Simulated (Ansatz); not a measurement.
ClF2H6NOSi2···HF

```xyz
15

Si   -0.2181   -0.2628    1.1629
O     0.1395   -0.3488   -0.4567
Si    0.7110   -1.6396   -1.3731
F     0.9526    0.0610    2.2078
F    -1.7409   -0.0631    1.6068
Cl   -0.1873   -2.3488    1.5199
H    -0.8292    2.0412    0.1426
N    -0.2452    1.7441    0.9238
H    -0.4653    0.8096   -1.4389
F    -0.8493    1.5958   -1.8099
H     1.9502   -2.1859   -0.7820
H    -0.3285   -2.6728   -1.5555
H     1.0142   -1.0027   -2.6795
H     0.6901    2.1008    0.7564
H    -0.5936    2.1721    1.7753
```

The reactant side of a reaction path; geometry: PBE0-D4/def2-TZVP.

These are results of RKS PBE0-D4/def2-TZVPP in Ansatz, not measurements.

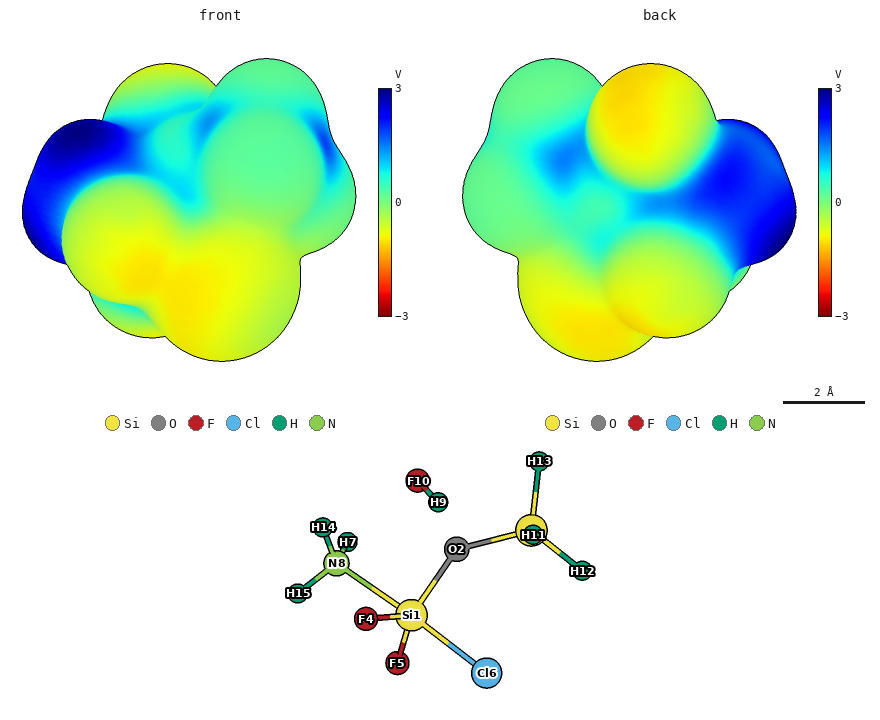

Figure 1. The molecular electrostatic potential painted on the density surface at 0.002 e/bohr³, seen from the front and from behind; red is negative and blue positive. The bare structure is drawn below in the same view.

Question: Which sites attract a positive test charge, and which a negative one?

Answer: A positive charge is drawn to the negative regions and a negative charge to the positive ones. The most negative region (about −1.1 V) lies over F5 and F10, the most positive (about +2.9 V) over H14 and H15.

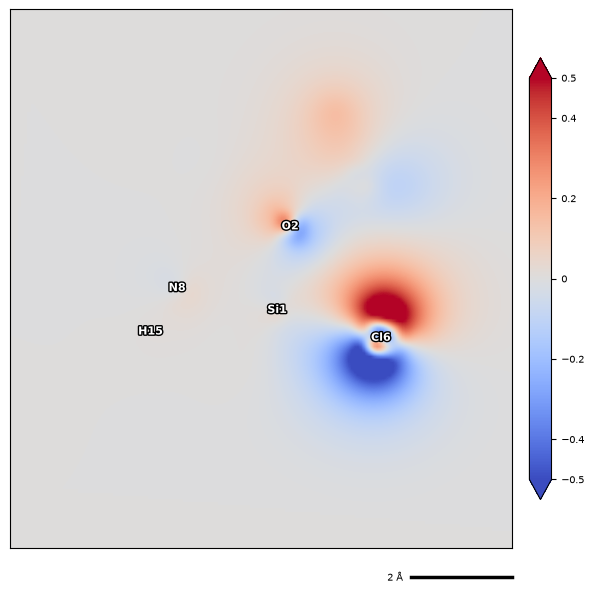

Figure 2. The HOMO−1 on the plane of atoms O2, Si1 and N8 (values in Å⁻³ᐟ²; the overall sign is arbitrary).

Question: Describe this orbital and give its energy.

Answer: By Hirshfeld shares it lies mainly on Cl6 (about 80 %); largely a lone pair of Cl6. Its energy is −8.66 eV.

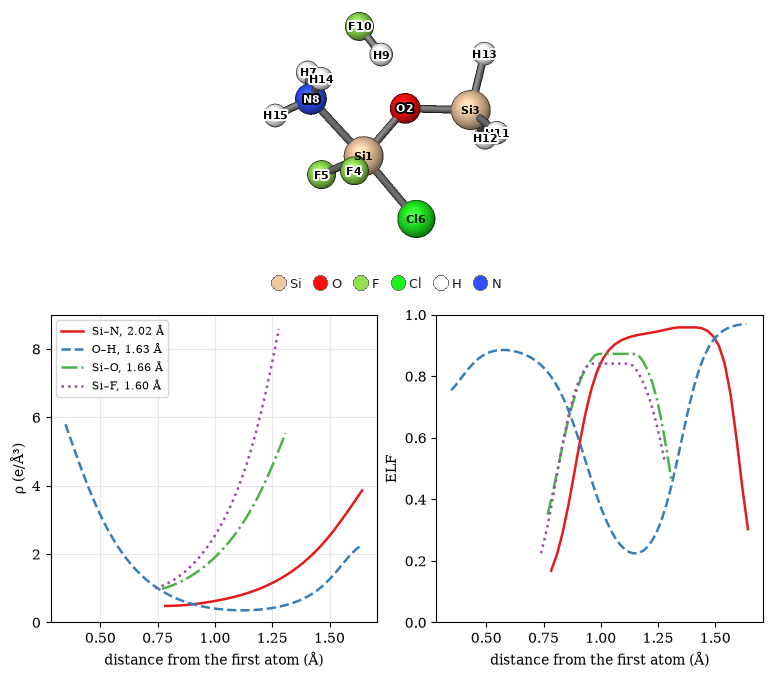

Figure 3. Electron density and ELF along straight lines between neighbouring atoms. The curves leave out the atomic cores. The structure is drawn too.

Question: Compare the contacts.

Answer: Si–N (2.02 Å): ρ is about 0.64 e/Å³ halfway; the ELF peaks at about 0.95 between the atoms (a polar covalent bond).
O2···H9 (1.63 Å): the density falls to about 0.36 e/Å³ on the way; the ELF dips to about 0.20 between them: by its geometry a hydrogen bond between the two molecules, with no shared pair.
Si–O (1.66 Å): the density is about 1.1 e/Å³ at the midpoint; the ELF peaks at about 0.85 between the atoms, as expected for a shared but strongly polarised pair.
Si–F (1.60 Å): ρ is about 1.2 e/Å³ halfway; the ELF peaks at about 0.85 in the valence shell of F, 0.6 Å from its nucleus, and is about 0.45 at the midpoint.
